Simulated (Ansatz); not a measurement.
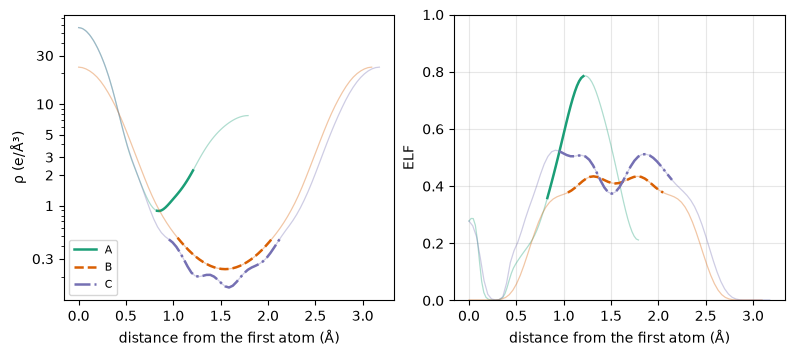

The picture shows: Ge2SbO. Valence charge density (pseudo) and ELF along straight lines between neighbouring atoms. Thin, pale parts lie inside the atomic spheres.

Space group P6/mmm; a structure generated by program, which may or may not match a known phase; computed without spin polarisation.

Level of theory: DFT PBE, scalar-relativistic, plane waves, PAW in Ansatz.

The density is the valence pseudo-density of a PAW calculation; it isn't the true density close to the nuclei.

Question: Which curve belongs to which contact (Ge–O, Ge–Sb and Sb–Sb)? The first atom named is at distance zero.

Answer: Curve A: Ge–O (1.79 Å): the density is about 0.92 e/Å³ at the midpoint; the ELF peaks at about 0.80 in the valence shell of O, 0.6 Å from its nucleus, and is about 0.45 at the midpoint. Curve B: Sb–Sb (3.10 Å): ρ at the midpoint is about 0.24 e/Å³; the ELF is about 0.40 at the midpoint. Curve C: Ge–Sb (3.18 Å): ρ is about 0.16 e/Å³ halfway; the ELF is about 0.40 at the midpoint.
